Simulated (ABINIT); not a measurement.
Band structure of In (I4/mmm, 1 atom in the cell).

```yaml
crystal:
  lattice:
    - [-1.62500, 1.62500, 2.47500]
    - [1.62500, -1.62500, 2.47500]
    - [1.62500, 1.62500, -2.47500]
  atoms:
    - { symbol: In, position: [0.00000, 0.00000, 0.00000] }
```

Level of theory: PBE, norm-conserving pseudopotentials (PseudoDojo nc-sr-05 PBE standard) (plane waves; ABINIT).

Settings: pseudos = [In.upf]; ecut = 35 Ha; occopt = 3; tsmear = 0.1 eV; ngkpt = 15 15 15; nshiftk = 1; shiftk = 0 0 0; potentials = PseudoDojo nc-sr-05 PBE standard; kptopt = 1; nstep = 100; toldfe1 = 1e-09 Ha; ndtset = 2; getden2 = 1.

The starting cell has typed, rounded lattice constants, without a prior relaxation at this level.

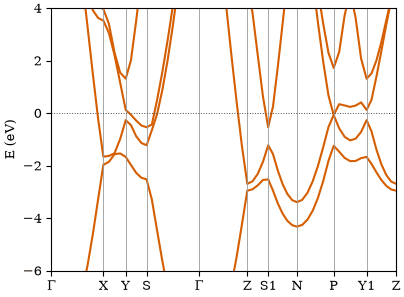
Bands along the path, energies from the Fermi level.

Levels in eV from the Fermi level, bands 4 to 11:
```csv
point,4,5,6,7,8,9,10,11
Γ,-14.56,-14.46,-9.57,10.54,10.54,10.71,11.80,13.93
X,-14.35,-14.27,-1.97,-1.66,3.52,3.96,7.00,7.32
Y,-14.46,-14.34,-1.67,-0.27,0.12,1.31,12.97,13.15
S,-14.46,-14.38,-2.53,-1.23,-0.54,6.17,8.97,15.93
Z,-14.33,-14.33,-2.96,-2.69,4.75,4.75,8.17,8.19
S1,-14.46,-14.38,-2.53,-1.23,-0.54,6.17,8.97,15.93
N,-14.38,-14.34,-4.32,-3.39,7.54,9.17,11.28,11.39
P,-14.45,-14.27,-1.25,-0.07,-0.07,1.72,12.41,13.23
Y1,-14.46,-14.34,-1.67,-0.27,0.12,1.31,12.97,13.15
```

Bands cross the Fermi level along this path, so the cell is metallic at this level.
